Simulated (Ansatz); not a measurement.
# C2H6BBrS: two geometries relaxed

Aim: relax the geometries before and after the shift of H9 from C4 to B3, and see whether they are two minima and how far apart in energy. SMILES of the start: CSB(C)Br.

All numbers below are computed with Ansatz 0.2.0 (RKS PBE-D4/def2-SVP).

### 1 The system as given

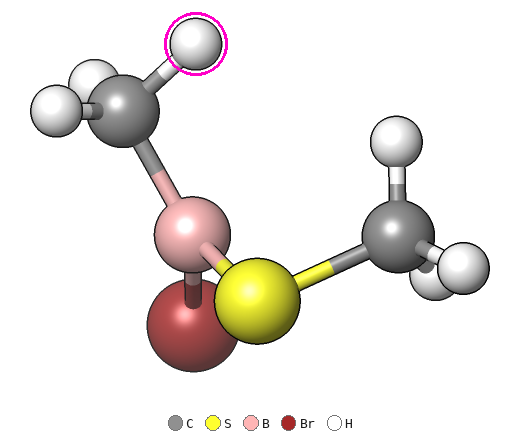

The starting structure, seen from a free direction (carbon grey, sulfur yellow, boron pink, bromine red, hydrogen white). Ringed: H9.

Structure file:

```xyz
11

C    -1.3135    0.6407    1.1708
S     0.4197    1.0339    1.1936
B     0.6968    0.3833   -0.5625
C     1.1908   -1.1314   -0.7699
Br    0.5850    1.6126   -2.1315
H    -1.8105    1.0182    2.1215
H    -1.5112   -0.4003    1.0291
H    -1.8107    1.2677    0.3300
H     0.3063   -1.7726   -0.3391
H     1.2674   -1.3433   -1.8234
H     2.0453   -1.3659   -0.1981
```

### 2 Relaxing end A

File input.yaml:

```yaml
crystal:
  periodic: [false, false, false]
  atoms:
    - { symbol: C, position_ang: [-1.3135, 0.6407, 1.1708] }
    - { symbol: S, position_ang: [0.4197, 1.0339, 1.1936] }
    - { symbol: B, position_ang: [0.6968, 0.3833, -0.5625] }
    - { symbol: C, position_ang: [1.1908, -1.1314, -0.7699] }
    - { symbol: Br, position_ang: [0.585, 1.6126, -2.1315] }
    - { symbol: H, position_ang: [-1.8105, 1.0182, 2.1215] }
    - { symbol: H, position_ang: [-1.5112, -0.4003, 1.0291] }
    - { symbol: H, position_ang: [-1.8107, 1.2677, 0.33] }
    - { symbol: H, position_ang: [0.3063, -1.7726, -0.3391] }
    - { symbol: H, position_ang: [1.2674, -1.3433, -1.8234] }
    - { symbol: H, position_ang: [2.0453, -1.3659, -0.1981] }
basis:
  gaussian: { orbitals: def2-SVP }
hamiltonian:
  xc: pbe
  dispersion: d4
relax:
  f_tol: 0.02
  max_steps: 50
```

Command:

```
$ ansatz run input.yaml --threads 2 --pin off --max-ram 3072MiB --backend cpu --events-out ev --progress --plain --runs-dir out
```

The program printed, cut to the lines that bear on the results:

```text
Warning: RAYON_NUM_THREADS=2 ignored (pool sized by the plan → 2); use --threads N
[...]
Functional definition: PBE
[...]
1368 factors; their error is unknown
[...]
mean field -83697.59946253 eV, -3075.8300479776 hartree, gradient 4.9e-6 eV, S^2 0.000000; 0 other end points of the search recorded, 0 dependent functions left out
[...]
reference -83697.59949734 eV, -3075.8300492565 hartree; 37, 37 occupied and 85, 85 virtual orbitals, 1368 factors
relax step   1: F+E_penalty+E_count = -83697.87547782 eV  Δ(F+E_penalty+E_count) = +0.000e0 eV  max|allowed force component| = 3.818e0 eV/Å  Δτ_max = 0.0000 Å  (30 SCF iters, accepted)
[...]
relax step   3: F+E_penalty+E_count = -83698.28557988 eV  Δ(F+E_penalty+E_count) = -7.160e-2 eV  max|allowed force component| = 4.006e-1 eV/Å  Δτ_max = 0.0871 Å  (29 SCF iters, accepted)
[...]
relax step   5: F+E_penalty+E_count = -83698.40344052 eV  Δ(F+E_penalty+E_count) = -8.036e-2 eV  max|allowed force component| = 7.096e-1 eV/Å  Δτ_max = 0.1952 Å  (34 SCF iters, accepted)
[...]
relax step   7: F+E_penalty+E_count = -83698.66435296 eV  Δ(F+E_penalty+E_count) = -1.510e-1 eV  max|allowed force component| = 8.597e-1 eV/Å  Δτ_max = 0.1949 Å  (35 SCF iters, accepted)
[...]
relax step   9: F+E_penalty+E_count = -83698.90162104 eV  Δ(F+E_penalty+E_count) = -9.983e-2 eV  max|allowed force component| = 5.828e-1 eV/Å  Δτ_max = 0.1950 Å  (28 SCF iters, accepted)
[...]
relax step  10: F+E_penalty+E_count = -83698.95975395 eV  Δ(F+E_penalty+E_count) = -5.813e-2 eV  max|allowed force component| = 2.510e-1 eV/Å  Δτ_max = 0.1979 Å  (28 SCF iters, accepted)
[...]
1368 factors; their error is unknown
mean field -83698.71451864 eV, -3075.8710255335 hartree, gradient 1.9e-5 eV, S^2 0.000000; 0 other end points of the search recorded, 0 dependent functions left out
[...]
reference -83698.71455502 eV, -3075.8710268706 hartree; 37, 37 occupied and 85, 85 virtual orbitals, 1368 factors
```

### 3 The output, continued: end point A relaxed

Output, continued, cut to the lines that bear on the results:

```text
relax step  11: F+E_penalty+E_count = -83698.99378405 eV  Δ(F+E_penalty+E_count) = -3.403e-2 eV  max|allowed force component| = 1.485e-1 eV/Å  Δτ_max = 0.1976 Å  (28 SCF iters, accepted)
[...]
relax step  17: F+E_penalty+E_count = -83699.02140660 eV  Δ(F+E_penalty+E_count) = -2.150e-4 eV  max|allowed force component| = 2.427e-2 eV/Å  Δτ_max = 0.0026 Å  (24 SCF iters, accepted)
[...]
relax step  18: F+E_penalty+E_count = -83699.02149181 eV  Δ(F+E_penalty+E_count) = -8.521e-5 eV  max|allowed force component| = 2.613e-3 eV/Å  Δτ_max = 0.0089 Å  (30 SCF iters, accepted)
1368 factors; their error is unknown
mean field -83698.74232932 eV, -3075.8720475572 hartree, gradient 1.5e-5 eV, S^2 0.000000; 1 other end points of the search recorded, 0 dependent functions left out
[...]
reference -83698.74236529 eV, -3075.8720488790 hartree; 37, 37 occupied and 85, 85 virtual orbitals, 1368 factors
[...]
Atom 1 at     0.053237     0.108615     1.215743 Å, force    -0.000150    -0.000726     0.000879 eV/Å
Atom 2 at     0.341319    -0.291561    -0.505488 Å, force     0.000622     0.000042    -0.000672 eV/Å
Atom 3 at     1.577497    -1.181299    -0.887819 Å, force     0.000836     0.000792    -0.000532 eV/Å
Atom 4 at    -0.845877     0.352775    -1.902702 Å, force    -0.000531    -0.000898    -0.000139 eV/Å
Atom 5 at    -1.630118     1.397497     2.326820 Å, force    -0.000221    -0.000248    -0.000679 eV/Å
Atom 6 at    -2.321950     0.579725     0.868356 Å, force    -0.000431    -0.001340    -0.000339 eV/Å
Atom 7 at    -1.313772     2.063142     0.673896 Å, force    -0.000645     0.000264     0.001246 eV/Å
Atom 8 at     1.238498    -2.099843    -1.412982 Å, force     0.000335    -0.000314    -0.000555 eV/Å
Atom 9 at     2.231579    -0.641947    -1.605776 Å, force    -0.001243     0.000546     0.001003 eV/Å
Atom 10 at     2.190021    -1.483887    -0.015434 Å, force    -0.000808    -0.000731     0.000440 eV/Å
Dipole moment:    -0.064586     0.059193     0.142090 e Å
```

It took 55 s on 2 threads of Arm Neoverse V2, shared host; peak memory 0.17 GiB.

The steps of the relaxation:

```
step  energy from step 1 (eV)  largest force component (eV/Å)
   1                   0.0000                          3.8178
   2                  -0.3385                          1.0451
   3                  -0.4101                          0.4006
   4                  -0.4476                          0.3905
   5                  -0.5280                          0.7096
   6                  -0.6379                          0.8977
   7                  -0.7889                          0.8597
   8                  -0.9263                          0.6901
   9                  -1.0261                          0.5828
  10                  -1.0843                          0.2510
  11                  -1.1183                          0.1485
  12                  -1.1307                          0.2801
  13                  -1.1332                          0.1894
  14                  -1.1432                          0.0748
  15                  -1.1453                          0.0276
  16                  -1.1457                          0.0643
  17                  -1.1459                          0.0243
  18                  -1.1460                          0.0026
```

Step 1 is the start.

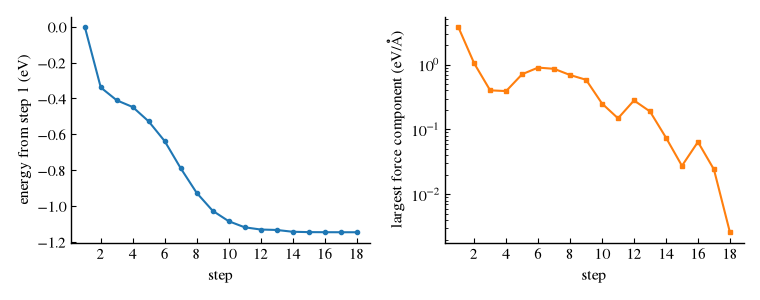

How energy and force went from step to step.

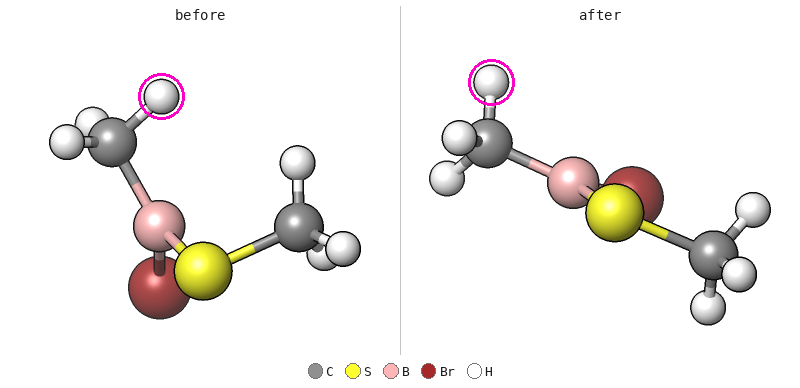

The structure before (left) and after (right), drawn at the same scale.

After: Bond lengths: C1–S2 1.828 Å, S2–B3 1.790 Å, B3–C4 1.570 Å, B3–Br5 1.943 Å, C1–H6 1.106 Å, C1–H7 1.106 Å, C1–H8 1.106 Å, C4–H9 1.111 Å, C4–H10 1.111 Å, C4–H11 1.108 Å. Angles (14 of 16 angles, heavy atoms first): C1–S2–B3 106.6°, S2–B3–C4 119.2°, S2–B3–Br5 121.2°, C4–B3–Br5 119.6°, S2–C1–H6 106.8°, S2–C1–H7 110.6°, S2–C1–H8 110.5°, B3–C4–H9 110.1°, B3–C4–H10 110.2°, B3–C4–H11 113.5°, H6–C1–H7 109.8°, H6–C1–H8 109.8°, H7–C1–H8 109.3°, H9–C4–H10 106.0°.

### 4 End point B

The second end starts from a geometry with the move made by hand.

input.yaml, as its differences from that of step 2:

```diff
@@ -11,3 +11,3 @@
     - { symbol: H, position_ang: [-1.8107, 1.2677, 0.33] }
-    - { symbol: H, position_ang: [0.3063, -1.7726, -0.3391] }
+    - { symbol: H, position_ang: [-0.30363, -0.22013, -0.62502] }
     - { symbol: H, position_ang: [1.2674, -1.3433, -1.8234] }
```

Command:

```
$ ansatz run input.yaml --threads 2 --pin off --max-ram 3072MiB --backend cpu --events-out ev --progress --plain --runs-dir out
```

The program printed, cut to the lines that bear on the results:

```text
Warning: RAYON_NUM_THREADS=2 ignored (pool sized by the plan → 2); use --threads N
[...]
[... 1 set-up line as earlier in the session ...]
[...]
1368 factors; their error is unknown
[...]
mean field -83694.14957526 eV, -3075.7032669587 hartree, gradient 2.1e-5 eV, S^2 0.000000; 2 other end points of the search recorded, 0 dependent functions left out
[...]
reference -83694.14960961 eV, -3075.7032682209 hartree; 37, 37 occupied and 85, 85 virtual orbitals, 1368 factors
relax step   1: F+E_penalty+E_count = -83694.43926462 eV  Δ(F+E_penalty+E_count) = +0.000e0 eV  max|allowed force component| = 5.318e0 eV/Å  Δτ_max = 0.0000 Å  (73 SCF iters, accepted)
[...]
relax step   4: F+E_penalty+E_count = -83696.92608518 eV  Δ(F+E_penalty+E_count) = -6.043e-1 eV  max|allowed force component| = 2.157e0 eV/Å  Δτ_max = 0.2000 Å  (36 SCF iters, accepted)
[...]
relax step   7: F+E_penalty+E_count = -83698.10383512 eV  Δ(F+E_penalty+E_count) = -1.978e-1 eV  max|allowed force component| = 5.358e-1 eV/Å  Δτ_max = 0.1948 Å  (28 SCF iters, accepted)
[...]
relax step  10: F+E_penalty+E_count = -83698.40285843 eV  Δ(F+E_penalty+E_count) = -8.682e-2 eV  max|allowed force component| = 4.491e-1 eV/Å  Δτ_max = 0.1961 Å  (29 SCF iters, accepted)
[...]
relax step  13: F+E_penalty+E_count = -83698.75699824 eV  Δ(F+E_penalty+E_count) = -9.689e-2 eV  max|allowed force component| = 6.901e-1 eV/Å  Δτ_max = 0.1923 Å  (36 SCF iters, accepted)
[...]
relax step  14: F+E_penalty+E_count = -83698.88314575 eV  Δ(F+E_penalty+E_count) = -1.261e-1 eV  max|allowed force component| = 7.761e-1 eV/Å  Δτ_max = 0.1945 Å  (28 SCF iters, accepted)
[...]
1368 factors; their error is unknown
```

### 5 More of the same log: end point B relaxed

The log, continued, cut to the lines that bear on the results:

```text
mean field -83698.69058183 eV, -3075.8701458721 hartree, gradient 1.7e-5 eV, S^2 0.000000; 0 other end points of the search recorded, 0 dependent functions left out
[...]
reference -83698.69061853 eV, -3075.8701472208 hartree; 37, 37 occupied and 85, 85 virtual orbitals, 1368 factors
relax step  15: F+E_penalty+E_count = -83698.96818718 eV  Δ(F+E_penalty+E_count) = -8.504e-2 eV  max|allowed force component| = 3.445e-1 eV/Å  Δτ_max = 0.1985 Å  (28 SCF iters, accepted)
[...]
relax step  17: F+E_penalty+E_count = -83699.00913361 eV  Δ(F+E_penalty+E_count) = -1.322e-2 eV  max|allowed force component| = 2.604e-1 eV/Å  Δτ_max = 0.1654 Å  (27 SCF iters, accepted)
[...]
relax step  19: F+E_penalty+E_count = -83699.01967241 eV  Δ(F+E_penalty+E_count) = -1.355e-3 eV  max|allowed force component| = 1.245e-1 eV/Å  Δτ_max = 0.0662 Å  (29 SCF iters, accepted)
[...]
Atom 1 at    -0.004134     0.138317     1.195293 Å, force    -0.000227     0.001180     0.002509 eV/Å
Atom 2 at     0.271570    -0.124361    -0.554130 Å, force    -0.000928     0.002746    -0.002589 eV/Å
Atom 3 at     1.464286    -1.037050    -1.012535 Å, force    -0.002729     0.000358     0.001404 eV/Å
Atom 4 at    -0.874497     0.699577    -1.890165 Å, force     0.000770    -0.001059     0.000560 eV/Å
Atom 5 at    -1.619173     1.417704     2.413587 Å, force    -0.001079     0.000381     0.000001 eV/Å
Atom 6 at    -2.350461     0.759982     0.894585 Å, force    -0.000780     0.001474     0.000170 eV/Å
Atom 7 at    -1.265844     2.199953     0.820083 Å, force    -0.001008     0.000841     0.001447 eV/Å
Atom 8 at     1.086628    -1.878691    -1.631414 Å, force    -0.000698    -0.003321    -0.000524 eV/Å
Atom 9 at     2.155443    -0.462960    -1.665888 Å, force     0.002425     0.001747    -0.001100 eV/Å
Atom 10 at     2.047917    -1.456747    -0.169357 Å, force     0.001123    -0.000567     0.000026 eV/Å
Dipole moment:    -0.061159     0.051023     0.146742 e Å
```

Run time: 71 s. Hardware: 2 threads of Arm Neoverse V2, shared host; peak memory 0.17 GiB.

The steps of the relaxation:

```
step  energy from step 1 (eV)  largest force component (eV/Å)
   1                   0.0000                          5.3185
   2                  -1.3438                          1.8832
   3                  -1.8825                          2.0596
   4                  -2.4868                          2.1573
   5                  -3.1336                          1.3120
   6                  -3.4668                          1.4291
   7                  -3.6646                          0.5358
   8                  -3.7896                          0.3058
   9                  -3.8768                          0.1508
  10                  -3.9636                          0.4491
  11                  -4.0871                          0.6268
  12                  -4.2208                          0.8680
  13                  -4.3177                          0.6901
  14                  -4.4439                          0.7761
  15                  -4.5289                          0.3445
  16                  -4.5566                          0.2394
  17                  -4.5699                          0.2604
  18                  -4.5791                          0.1350
  19                  -4.5804                          0.1245
  20                  -4.5820                          0.0132
  21                  -4.5822                          0.0185
 22x                  -4.5820                          0.0429
  23                  -4.5822                          0.0038
```

Step 1 is the start. 1 step was tried and not accepted (marked x).

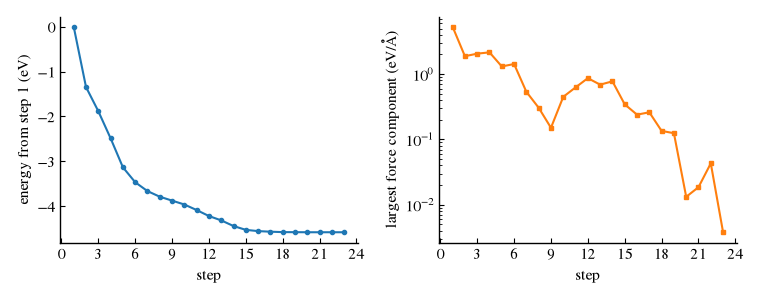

Energy and largest force along the relaxation.

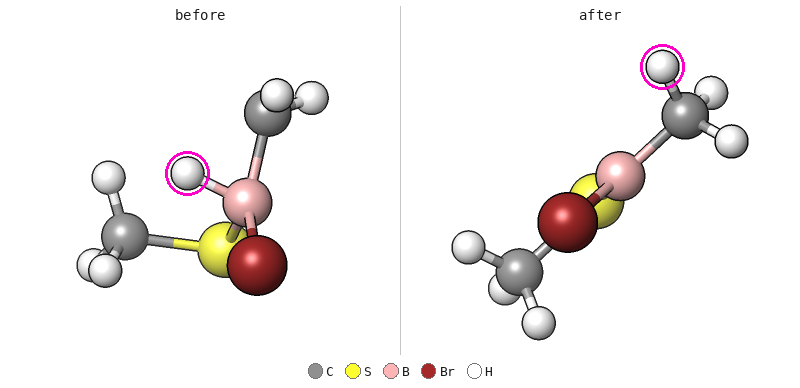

Before and after, at one scale.

After: Bond lengths: C1–S2 1.828 Å, S2–B3 1.790 Å, B3–C4 1.570 Å, B3–Br5 1.944 Å, C1–H6 1.106 Å, C1–H7 1.106 Å, C1–H8 1.106 Å, C4–H9 1.111 Å, C4–H10 1.111 Å, C4–H11 1.108 Å. Angles (14 of 16 angles, heavy atoms first): C1–S2–B3 106.6°, S2–B3–C4 119.2°, S2–B3–Br5 121.2°, C4–B3–Br5 119.6°, S2–C1–H6 106.8°, S2–C1–H7 110.5°, S2–C1–H8 110.5°, B3–C4–H9 110.2°, B3–C4–H10 110.1°, B3–C4–H11 113.5°, H6–C1–H7 109.8°, H6–C1–H8 109.8°, H7–C1–H8 109.3°, H9–C4–H10 106.0°.

Pairs that crossed the distance rule for bonds on the way: came closer C4–H9; moved apart B3–H9.

### 6 What came out

```
                           quantity                     value
                              end A  17 moves, 1.146 eV lower
                              end B  21 moves, 4.582 eV lower
largest difference between the ends                    0.02 Å
            end B relative to end A                 +0.000 eV
```

What this shows: Both starts fell into the same minimum (no atom differs by more than 0.02 Å), so from this start no second minimum was found and no band was run; another arrangement could still be one.
